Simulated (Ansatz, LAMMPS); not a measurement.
# A frame of amorphous polyisobutylene (as short chains C22H46) from 500 K (204 atoms) under strain, part 2 of 3

How stiff is a frame of amorphous polyisobutylene (as short chains C22H46) from 500 K (204 atoms), and how do its levels respond to strain?

Ansatz 0.2.0; Kohn-Sham DFT, PBE+D4, PAW (set soft_2), plane waves.

The cell: 66 C and 138 H. The network of contacts between molecules at the start is that of the classical potential that made the cell. Sampling is at Γ alone.

So far. Step 2 (Single point at the start): The r.m.s. force at the start is 1.1 eV/Å. Step 3 (Cell and atoms relaxed): The relaxation converged after 40 steps, with a largest force component of 0.011 eV/Å.

## Step 4: Single point at the relaxed geometry

The electronic structure is read at the final geometry, in a run of its own.

File input.yaml:

```yaml
crystal:
  lattice:
    - [12.15248, 0.11228, -0.1002]
    - [0.11228, 12.19041, 0.12865]
    - [-0.1002, 0.12865, 11.70581]
  atoms:
    - { symbol: C, position: [0.27042, 0.34078, 0.13147] }
    - { symbol: C, position: [0.19781, 0.24088, 0.11779] }
    - { symbol: C, position: [0.11239, 0.2465, 0.01878] }
    - { symbol: C, position: [0.02409, 0.33531, 0.04067] }
    - { symbol: C, position: [0.16975, 0.27834, 0.9068] }
    - { symbol: C, position: [0.06092, 0.13264, 0.9964] }
    [... 192 atom lines left out ...]
    - { symbol: H, position: [0.68859, 0.78964, 0.64471] }
    - { symbol: H, position: [0.55898, 0.83658, 0.5883] }
    - { symbol: H, position: [0.67441, 0.82722, 0.49775] }
    - { symbol: H, position: [0.83033, 0.06197, 0.60484] }
    - { symbol: H, position: [0.82646, 0.94996, 0.51133] }
    - { symbol: H, position: [0.84871, 0.9264, 0.66008] }
kpoints:
  mp_grid: { grid: [1, 1, 1] }
hamiltonian:
  xc: pbe
  dispersion: d4
scf:
  occupations: { method: fixed }
output:
  forces: true
  stress: true
  populations: intrinsic
  dos:
    method: { smearing: { sigma: 0.1 } }
    de: 0.1
    projected: { site_lists: { C: [C], H: [H] } }
  eigenvalues: true
  write_density: true
  write_potential: true
  volumetric_format: npy
```

Launch:

```
$ ansatz run input.yaml --threads 4 --pin off --max-ram 8192MiB --backend cpu --events-out ev --progress --plain --runs-dir out
```

Numbers of over 12 decimals in the logs are rounded to 6 here.

The log of the run:

```text
[...]
Crystal: 204 atoms, lattice volume = 1733.668 Å³
Basis set: ecut = 420 eV, 33897 PW (Γ), exchange–correlation on 180×180×160 points (8 copies of the dense FFT grid, shifted against one another)
Bands: 405, of which v1, the nominal top of the filled ones, is band 201 counted from 1 (200 counted from 0)
Symmetry: 1 space group operations
[...]
k-points: 1
[...]
SCF iter   1: F=—  HF=-18794.508610 eV  |F-HF|=—  |Δ(HF+E_count)|=         —  Δρ=4.44e-3  dr2=3.32e-1  ethr=1.77e-3  ⟨swp⟩=4.0  Hψ=1400  notcnv=0  defer=196
[...]
SCF iter   8: F=-18794.519501 eV  HF=-18794.519501 eV  |F-HF|=3.40e-8  |Δ(HF+E_count)|=   4.00e-8  Δρ=1.51e-6  dr2=5.10e-8  ethr=2.49e-11  ⟨swp⟩=22.0  Hψ=3803  notcnv=0
SCF 1 converged in 8 iterations: F = -18794.519501 eV  dr2 = 5.10e-8
[...]
WARN: The input density's exchange-correlation potential varies sharply where the density is thin. Do not read a vacuum level from v_tot or v_xc, or from such a field of the output density. On a cell that repeats whose density bears no net charge and no dipole along the vacuum's axis use v_es (v_loc + v_h of the components); [...]
SCF converged after 8 iterations
Free energy (F): -18794.519501 eV
[...]
Internal energy: -18794.519501 eV  (E = F + TS)
E sigma→0 (E₀):  -18794.519501 eV
Fermi energy:    -1.558123 eV
[...]
--- Forces (eV/Å), atoms counted from 1 ---
  atom   1  C      0.00301168    -0.00106444     0.00078718
  atom   2  C     -0.00389529     0.00460400     0.00009809
  atom   3  C     -0.00275695     0.00265504    -0.00337081
  atom   4  C     -0.00117389    -0.00841662     0.00388972
  atom   5  C      0.00224363     0.00040826     0.00251765
  atom   6  C      0.00310618     0.00364837     0.00468599
  atom   7  C      0.00048569     0.00219830     0.00571979
  atom   8  C     -0.00209540    -0.00265002    -0.00744935
  atom   9  C     -0.00203470     0.00079729    -0.00079690
  atom  10  C     -0.00108187    -0.00130736    -0.00038772
  atom  11  C     -0.00016597    -0.00222595    -0.00198476
  atom  12  C      0.00317876    -0.00388180    -0.00090679
  atom  13  C     -0.00065239     0.00343248     0.00397118
  atom  14  C      0.00004897     0.00285371    -0.00146438
[...]
atom 203  H     -0.00118268     0.00071407     0.00097930
  atom 204  H     -0.00164986     0.00004530    -0.00157110
  max |Σ_I F_I| component: 4.24e-5 eV/Å
--- Stress (GPa, compression-positive) ---
        0.012908      -0.001503      -0.001304
       -0.001502       0.012670       0.000815
       -0.001303       0.000815      -0.009264
  P = ⅓ Tr σ = 0.0054 GPa (0.054 kbar)
--- Band table (eV) ---
[...]
--- intrinsic populations: 204 sites ---
  site symbol       q [e]
     0      C      4.5116
     1      C      4.2987
     2      C      3.9360
[...]
203      H      0.8447
  spilling = 0.000000 (of n_electrons = 402.000000)
```

Elapsed: 38 s, on 4 threads of Arm Neoverse V1, shared host; peak memory 2.2 GiB; 2.5 min of CPU time.

The program notes that the exchange-correlation potential is rough where the density is thin.

Read from the output:

```
free energy                                      : -18794.5195 eV
free energy per atom                             : -92.1300 eV/atom
SCF cycles                                       : 8
pressure                                         : 0.005438 GPa
r.m.s. force component                           : 0.00244 eV/Å
longest force                                    : 0.01309 eV/Å
Fermi energy                                     : -1.558 eV
gap (highest filled to lowest empty level) : 5.434 eV
```

Intrinsic-atomic-orbital charges by element:

```tsv
element	coordination	atoms	mean charge (e)	spread	least	most
C	all	66	-0.331	0.227	-0.516	0.0713
H	all	138	0.158	0.0061	0.144	0.173
```

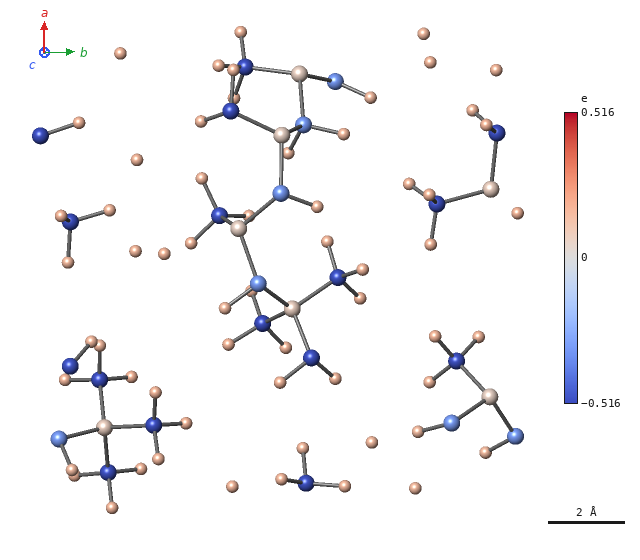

Atoms coloured by intrinsic-atomic-orbital charge. Drawn is a slice 4 Å thick, seen along the normal of the ab plane. Bonds to atoms that aren't drawn are left out.

Density of states as counts of states in windows of 1 eV (from the Fermi level), total and the larger projections:

```tsv
from (eV)	to (eV)	total	C p	H s	C s
-10	-9	16.9	3.5	4.9	8.3
-9	-8	6.0	1.6	1.9	2.4
-8	-7	8.2	3.9	1.7	2.5
-7	-6	19.7	9.8	5.0	4.6
-6	-5	7.0	4.5	1.8	0.6
-5	-4	50.4	35.4	13.1	1.1
-4	-3	43.6	29.1	13.2	0.7
-3	-2	67.8	42.6	24.1	0.6
-2	-1	59.5	40.1	18.4	0.6
-1	0	42.2	31.5	9.7	0.8
0	1	1.7	1.3	0.3	0.0
1	5	0.0	0.0	0.0	0.0
```

With fixed occupations the program's Fermi level is the highest filled level; weight inside the gap is the broadening of levels at its edges.

Between -15 and -10 eV lie 79 more states.

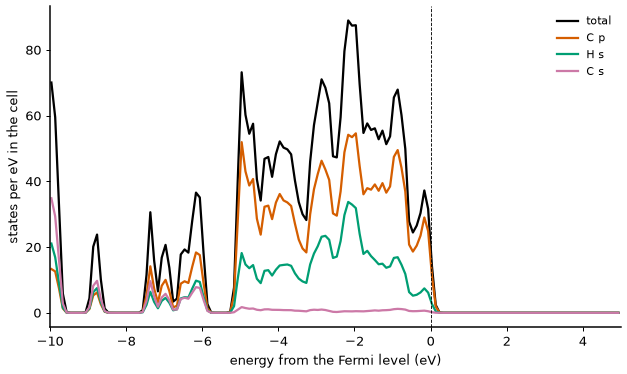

Total and projected density of states, with the broadening of the input.

The levels nearest the highest filled one (over half full), pooled over k-points and spins:

```tsv
level less the highest filled one (eV)	occupation
-0.284	2
-0.218	2
-0.172	2
-0.105	2
-0.092	2
0	2
5.43	0
6.12	0
6.27	0
6.34	0
6.37	0
6.43	0
```

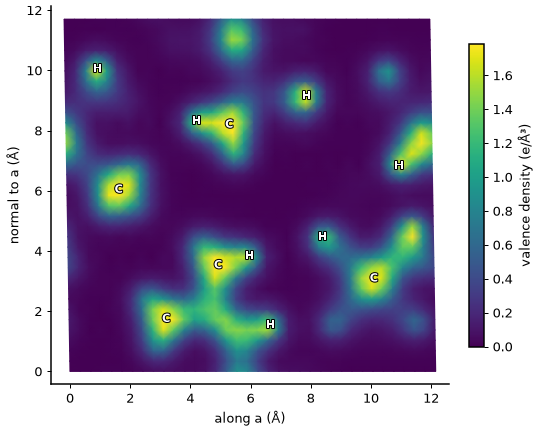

Valence density in the ac plane at fractional y = 0.046, with atoms of C and H within 0.2 Å of it. It is the smooth field of the valence electrons, not physical close to the nuclei. The map starts off the cell's origin, so that atoms lie inside it.

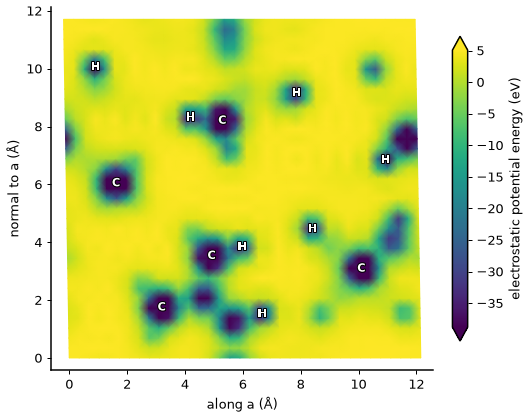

Electrostatic potential energy in the ac plane at fractional y = 0.046, with atoms of C and H within 0.2 Å of it. With pseudopotentials it is smooth inside the atoms' cores, unlike the true potential. The map starts off the cell's origin, so that atoms lie inside it.

Between filled and empty levels lie 5.43 eV (at Γ alone); a semilocal functional tends to put such gaps too low. In a disordered cell it changes from sample to sample, and tail or defect levels can set it. Mean intrinsic-atomic-orbital charges: C -0.33, H +0.16 e. The largest share in the top eV of filled states is C p (75 % of the projected weight), and in the lowest eV of empty states H s (56 % of the projected weight).

## Step 5: Volume -3 %

The relaxed cell is scaled evenly and the atoms are relaxed again; the stress at the end gives one point of P(V).

input.yaml, the sections that differ from step 4:

```yaml
crystal:
  lattice:
    - [12.02972, 0.11115, -0.09919]
    - [0.11115, 12.06727, 0.12735]
    - [-0.09919, 0.12735, 11.58756]
  atoms:
    [... the 204 atom lines of step 4 ...]
output:
  forces: true
  eigenvalues: true
  stress: true
relax:
  f_tol: 0.05
  max_steps: 70
# kpoints, hamiltonian, scf: as in step 4
```

The log of the run:

```text
Warning: output.stress: scf.convergence.dr2_threshold = 1e-7 eV (the SCF's general default) is looser than the 1.08e-8 eV advised for a printed stress (1e-10 eV for each atom of the cell: 204, of which 108 are counted). What an SCF threshold leaves in a stress goes as its square root, and in the free energy as the threshold itself, and one threshold admits the most on a small cell: [...]
[...]
Crystal: 204 atoms, lattice volume = 1681.659 Å³
Basis set: ecut = 420 eV, 32887 PW (Γ), exchange–correlation on 162×162×160 points (8 copies of the dense FFT grid, shifted against one another)
Bands: 405, of which v1, the nominal top of the filled ones, is band 201 counted from 1 (200 counted from 0)
Symmetry: 1 space group operations
[...]
k-points: 1
[...]
SCF iter   1: F=—  HF=-18793.995719 eV  |F-HF|=—  |Δ(HF+E_count)|=         —  Δρ=4.67e-3  dr2=3.46e-1  ethr=1.77e-3  ⟨swp⟩=4.0  Hψ=1404  notcnv=0  defer=196
[...]
SCF iter   6: F=-18793.997339 eV  HF=-18793.997340 eV  |F-HF|=1.56e-6  |Δ(HF+E_count)|=   6.47e-6  Δρ=1.39e-5  dr2=3.82e-6  ethr=1.55e-8  ⟨swp⟩=17.0  Hψ=2837  notcnv=0
SCF 1 converged in 6 iterations: F = -18793.997339 eV  dr2 = 3.82e-6
[...]
relax step   1: F+E_penalty+E_count = -18793.99733862 eV  Δ(F+E_penalty+E_count) = +0.000e0 eV  max|allowed force component| = 3.653e-1 eV/Å  Δτ_max = 0.0000 Å  (6 SCF iters, dr2 threshold 6.25e-5 eV, accepted)
[...]
relax step   2: F+E_penalty+E_count = -18794.44193854 eV  Δ(F+E_penalty+E_count) = -4.446e-1 eV  max|allowed force component| = 1.162e-1 eV/Å  Δτ_max = 0.0424 Å  (6 SCF iters, dr2 threshold 8.34e-6 eV, accepted)
[...]
relax step   3: F+E_penalty+E_count = -18794.48624392 eV  Δ(F+E_penalty+E_count) = -4.431e-2 eV  max|allowed force component| = 5.554e-2 eV/Å  Δτ_max = 0.0382 Å  (8 SCF iters, accepted)
[...]
relax step   4: F+E_penalty+E_count = -18794.49467986 eV  Δ(F+E_penalty+E_count) = -8.436e-3 eV  max|allowed force component| = 4.672e-2 eV/Å  Δτ_max = 0.0304 Å  (7 SCF iters, accepted)
SCF converged after 7 iterations
Free energy (F): -18794.494680 eV
[...]
Internal energy: -18794.494680 eV  (E = F + TS)
E sigma→0 (E₀):  -18794.494680 eV
Fermi energy:    -1.396312 eV
[...]
--- Forces (eV/Å), atoms counted from 1 ---
  atom   1  C     -0.01054047    -0.00151718    -0.01645857
  atom   2  C     -0.00995251    -0.00683965     0.00147869
  atom   3  C     -0.00305166     0.00744735     0.00242610
  atom   4  C      0.01151812    -0.00549782    -0.00124817
  atom   5  C     -0.00480649    -0.00222778     0.00884866
  atom   6  C      0.02113993    -0.01031691     0.02988496
  atom   7  C      0.00467529     0.00575885     0.00501768
  atom   8  C      0.01130956    -0.00670682     0.00066688
  atom   9  C      0.00332374     0.00370677    -0.00330721
  atom  10  C     -0.01062785    -0.00024133    -0.00351387
  atom  11  C     -0.00434975    -0.00124848    -0.00609624
  atom  12  C      0.01299228    -0.00009184    -0.00109559
  atom  13  C      0.00266406     0.01671055     0.00609069
  atom  14  C     -0.01395738     0.02189196    -0.00019243
[...]
atom 203  H      0.00196188     0.00195692     0.00122137
  atom 204  H      0.00069539     0.00116568    -0.00200472
  max |Σ_I F_I| component: 1.18e-4 eV/Å
--- Stress (GPa, compression-positive) ---
        0.186332       0.024329      -0.005567
        0.024329       0.190616       0.004132
       -0.005567       0.004132       0.142761
  P = ⅓ Tr σ = 0.1732 GPa (1.732 kbar)
--- Band table (eV) ---
[...]
--- Relaxed structure (4 steps of the walk, 4 accepted, 0 SCFs on fresh bases) ---
  F+E_penalty+E_count = -18794.49467986 eV   max|allowed force component| = 4.672e-2 eV/Å
  atoms:
    - { symbol: C, position: [0.269734, 0.343054, 0.134222] }
    - { symbol: C, position: [0.196258, 0.242542, 0.118967] }
    - { symbol: C, position: [0.111265, 0.248611, 0.017846] }
    - { symbol: C, position: [0.021602, 0.337986, 0.039261] }
[...]
- { symbol: H, position: [0.850751, 0.925931, 0.658712] }
```

The job ended after 2.2 min (4 threads; peak memory 2.1 GiB; 8.4 min of CPU time).

The program notes that the SCF threshold is loose for the stress.

The relaxation converged after 4 steps, 0.497 eV below its start, with a largest force component of 0.047 eV/Å.

Volume -3 %: the energy stands 0.0248 eV above that of the reference, at a pressure of 0.173 GPa.

## Step 6: Volume +3 %

The relaxed cell is scaled to another volume.

input.yaml, the sections that differ from step 5:

```yaml
crystal:
  lattice:
    - [12.27281, 0.11339, -0.10119]
    - [0.11339, 12.31111, 0.12992]
    - [-0.10119, 0.12992, 11.82172]
  atoms:
    [... the 204 atom lines of step 4 ...]
# kpoints, hamiltonian, scf, output, relax: as in step 5
```

The log of the run:

```text
[...]
Crystal: 204 atoms, lattice volume = 1785.678 Å³
Basis set: ecut = 420 eV, 34941 PW (Γ), exchange–correlation on 180×180×160 points (8 copies of the dense FFT grid, shifted against one another)
Bands: 405, of which v1, the nominal top of the filled ones, is band 201 counted from 1 (200 counted from 0)
Symmetry: 1 space group operations
[...]
k-points: 1
[...]
SCF iter   1: F=—  HF=-18794.030152 eV  |F-HF|=—  |Δ(HF+E_count)|=         —  Δρ=4.23e-3  dr2=3.19e-1  ethr=1.77e-3  ⟨swp⟩=4.0  Hψ=1399  notcnv=0  defer=197
[...]
SCF iter   5: F=—  HF=-18794.047390 eV  |F-HF|=—  |Δ(HF+E_count)|=   3.34e-4  Δρ=5.57e-5  dr2=8.09e-5  ethr=1.27e-7  ⟨swp⟩=2.0  Hψ=412  notcnv=0  defer=202
SCF iter   6: F=-18794.047377 eV  HF=-18794.047380 eV  |F-HF|=2.03e-6  |Δ(HF+E_count)|=   1.09e-5  Δρ=1.43e-5  dr2=4.53e-6  ethr=1.55e-8  ⟨swp⟩=16.0  Hψ=2962  notcnv=0
SCF 1 converged in 6 iterations: F = -18794.047377 eV  dr2 = 4.53e-6
[...]
relax step   1: F+E_penalty+E_count = -18794.04737750 eV  Δ(F+E_penalty+E_count) = +0.000e0 eV  max|allowed force component| = 3.402e-1 eV/Å  Δτ_max = 0.0000 Å  (6 SCF iters, dr2 threshold 6.25e-5 eV, accepted)
[...]
relax step   2: F+E_penalty+E_count = -18794.45430715 eV  Δ(F+E_penalty+E_count) = -4.069e-1 eV  max|allowed force component| = 1.079e-1 eV/Å  Δτ_max = 0.0430 Å  (6 SCF iters, dr2 threshold 7.23e-6 eV, accepted)
[...]
relax step   3: F+E_penalty+E_count = -18794.49320602 eV  Δ(F+E_penalty+E_count) = -3.890e-2 eV  max|allowed force component| = 5.211e-2 eV/Å  Δτ_max = 0.0386 Å  (8 SCF iters, accepted)
[...]
relax step   4: F+E_penalty+E_count = -18794.50106335 eV  Δ(F+E_penalty+E_count) = -7.857e-3 eV  max|allowed force component| = 2.251e-2 eV/Å  Δτ_max = 0.0280 Å  (7 SCF iters, accepted)
SCF converged after 7 iterations
Free energy (F): -18794.501063 eV
[...]
Internal energy: -18794.501063 eV  (E = F + TS)
E sigma→0 (E₀):  -18794.501063 eV
Fermi energy:    -1.707619 eV
[...]
Σ components = -18794.501063   (vs F -18794.501063, Δ=0.00e0)
--- Forces (eV/Å), atoms counted from 1 ---
  atom   1  C      0.01463646     0.01214336     0.01604905
  atom   2  C      0.00651496    -0.00425994    -0.00653171
  atom   3  C     -0.00122192    -0.00370046    -0.00396413
  atom   4  C     -0.00888942     0.00861796     0.00230270
[...]
atom 204  H     -0.00173419    -0.00004770     0.00012566
  max |Σ_I F_I| component: 1.20e-4 eV/Å
--- Stress (GPa, compression-positive) ---
       -0.133788      -0.000182      -0.006474
       -0.000182      -0.117831       0.014243
       -0.006473       0.014243      -0.143157
  P = ⅓ Tr σ = -0.1316 GPa (-1.316 kbar)
--- Band table (eV) ---
[...]
--- Relaxed structure (4 steps of the walk, 4 accepted, 0 SCFs on fresh bases) ---
  F+E_penalty+E_count = -18794.50106335 eV   max|allowed force component| = 2.251e-2 eV/Å
  atoms:
    - { symbol: C, position: [0.266281, 0.341023, 0.132771] }
    - { symbol: C, position: [0.196473, 0.240612, 0.118750] }
    - { symbol: C, position: [0.112018, 0.244863, 0.020511] }
    - { symbol: C, position: [0.023722, 0.332167, 0.041417] }
[...]
- { symbol: H, position: [0.846556, 0.925534, 0.659862] }
```

It took 2.3 min on 4 threads; peak memory 2.2 GiB; 8.7 min of CPU time.

The relaxation converged after 4 steps, 0.454 eV below its start, with a largest force component of 0.023 eV/Å.

Volume +3 %: the energy stands 0.0184 eV above that of the reference, at a pressure of -0.132 GPa.

## Step 7: Volume -6 %

The relaxed cell is scaled to another volume.

input.yaml, the sections that differ from step 6:

```yaml
crystal:
  lattice:
    - [11.9044, 0.10999, -0.09815]
    - [0.10999, 11.94156, 0.12602]
    - [-0.09815, 0.12602, 11.46685]
  atoms:
    [... the 204 atom lines of step 4 ...]
# kpoints, hamiltonian, scf, output, relax: as in step 6
```

The log of the run:

```text
[...]
Crystal: 204 atoms, lattice volume = 1629.649 Å³
Basis set: ecut = 420 eV, 31835 PW (Γ), exchange–correlation on 160×160×160 points (8 copies of the dense FFT grid, shifted against one another)
Bands: 405, of which v1, the nominal top of the filled ones, is band 201 counted from 1 (200 counted from 0)
Symmetry: 1 space group operations
[...]
k-points: 1
[...]
SCF iter   1: F=—  HF=-18792.347976 eV  |F-HF|=—  |Δ(HF+E_count)|=         —  Δρ=4.92e-3  dr2=3.63e-1  ethr=1.77e-3  ⟨swp⟩=4.0  Hψ=1408  notcnv=0  defer=199
[...]
SCF iter   5: F=—  HF=-18792.334969 eV  |F-HF|=—  |Δ(HF+E_count)|=   3.42e-4  Δρ=5.04e-5  dr2=5.74e-5  ethr=1.07e-7  ⟨swp⟩=2.0  Hψ=412  notcnv=0  defer=202
SCF iter   6: F=-18792.334963 eV  HF=-18792.334965 eV  |F-HF|=1.29e-6  |Δ(HF+E_count)|=   4.70e-6  Δρ=1.36e-5  dr2=3.44e-6  ethr=1.43e-8  ⟨swp⟩=17.0  Hψ=2828  notcnv=0
SCF 1 converged in 6 iterations: F = -18792.334963 eV  dr2 = 3.44e-6
[...]
relax step   1: F+E_penalty+E_count = -18792.33496336 eV  Δ(F+E_penalty+E_count) = +0.000e0 eV  max|allowed force component| = 7.600e-1 eV/Å  Δτ_max = 0.0000 Å  (6 SCF iters, dr2 threshold 6.25e-5 eV, accepted)
[...]
relax step   2: F+E_penalty+E_count = -18794.18225813 eV  Δ(F+E_penalty+E_count) = -1.847e0 eV  max|allowed force component| = 2.357e-1 eV/Å  Δτ_max = 0.0840 Å  (6 SCF iters, dr2 threshold 3.61e-5 eV, accepted)
[...]
relax step   3: F+E_penalty+E_count = -18794.37424681 eV  Δ(F+E_penalty+E_count) = -1.920e-1 eV  max|allowed force component| = 9.534e-2 eV/Å  Δτ_max = 0.0864 Å  (7 SCF iters, dr2 threshold 3.47e-6 eV, accepted)
relax step   4: F+E_penalty+E_count = -18794.39573992 eV  Δ(F+E_penalty+E_count) = -2.149e-2 eV  max|allowed force component| = 1.232e-1 eV/Å  Δτ_max = 0.0585 Å  (8 SCF iters, accepted)
[...]
relax step   5: F+E_penalty+E_count = -18794.40385392 eV  Δ(F+E_penalty+E_count) = -8.114e-3 eV  max|allowed force component| = 1.814e-2 eV/Å  Δτ_max = 0.0328 Å  (7 SCF iters, accepted)
SCF converged after 7 iterations
Free energy (F): -18794.403854 eV
[...]
Internal energy: -18794.403854 eV  (E = F + TS)
E sigma→0 (E₀):  -18794.403854 eV
Fermi energy:    -1.219597 eV
[...]
Σ components = -18794.403854   (vs F -18794.403854, Δ=0.00e0)
--- Forces (eV/Å), atoms counted from 1 ---
  atom   1  C      0.00150981    -0.00500886     0.00772127
  atom   2  C      0.00247182     0.01211890    -0.00662580
  atom   3  C      0.00408988    -0.00908036    -0.00643715
  atom   4  C     -0.00438100     0.00072537     0.00076135
[...]
atom 204  H      0.00166624    -0.00114044    -0.00075487
  max |Σ_I F_I| component: 2.51e-5 eV/Å
--- Stress (GPa, compression-positive) ---
        0.395705       0.011226       0.007137
        0.011227       0.450489       0.018999
        0.007137       0.018998       0.357412
  P = ⅓ Tr σ = 0.4012 GPa (4.012 kbar)
--- Band table (eV) ---
[...]
--- Relaxed structure (5 steps of the walk, 5 accepted, 0 SCFs on fresh bases) ---
  F+E_penalty+E_count = -18794.40385392 eV   max|allowed force component| = 1.814e-2 eV/Å
  atoms:
    - { symbol: C, position: [0.270508, 0.344413, 0.135570] }
    - { symbol: C, position: [0.195372, 0.243692, 0.119925] }
    - { symbol: C, position: [0.110523, 0.250686, 0.017035] }
    - { symbol: C, position: [0.019998, 0.341053, 0.038368] }
[...]
- { symbol: H, position: [0.852597, 0.926321, 0.658833] }
```

The job ended after 2.6 min (4 threads; peak memory 2 GiB).

The relaxation converged after 5 steps, 2.07 eV below its start, with a largest force component of 0.018 eV/Å.

Volume -6 %: the energy stands 0.116 eV above that of the reference, at a pressure of 0.401 GPa.

## Step 8: Volume +6 %

The relaxed cell is scaled to another volume.

Input and log are left out; they have the form of those shown for this kind of step.

The job ended after 2.6 min (4 threads of Arm Neoverse V1, shared host; peak memory 2.3 GiB; 10 min of CPU time).

The relaxation converged after 5 steps, 1.75 eV below its start, with a largest force component of 0.018 eV/Å.

Volume +6 %: the energy stands 0.0773 eV above that of the reference, at a pressure of -0.210 GPa.

## Step 9: Volume -10 %

The relaxed cell is scaled to another volume.

Input and log are left out; they have the form of those shown for this kind of step.

Wall time 3 min (4 threads of Arm Neoverse V1, shared host); peak memory 2 GiB.

The relaxation converged after 6 steps, 6.07 eV below its start, with a largest force component of 0.022 eV/Å.

Volume -10 %: the energy stands 0.369 eV above that of the reference, at a pressure of 0.833 GPa.

[end of part 2 of 3]

[Logs are printed without paths, hosts, clocks, repeated set-up lines and the standing remarks that a program may print on its own settings, such as how far it seeks lower states.]

[Hosts, paths, dates, database ids (printed as entryN), source tags and the programs' standing remarks are cut or masked in the printed files.]
